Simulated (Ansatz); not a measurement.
Consider GaCuSe₂ in the chalcopyrite structure (space group I-42d, No. 122; a = 5.608 Å, c = 11.098 Å).

Modification: hole doping at 5.0×10^21 cm⁻³ (0.873 per cell), with a uniform compensating background at fixed cell and a 300 K Fermi–Dirac width.

Method: r2SCAN (Ansatz, a program for electronic structure, PAW, without spin-orbit coupling).

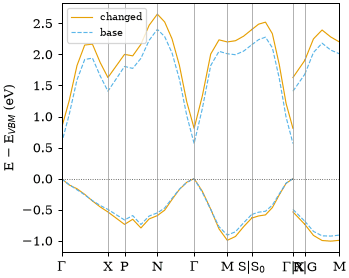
Figure. Highest valence and lowest conduction band along the path, each from its own valence-band maximum

### Question
Read the changed gap and its character from the plot.

### Answer
About 0.81 eV, direct at Γ.

Charged cell with a jellium background: band edges are those of the host's band count, energies are not comparable with the neutral cell, and many-body gap narrowing is missing. Whether these cells are dynamically stable was not tested. All final runs are without spin polarisation.
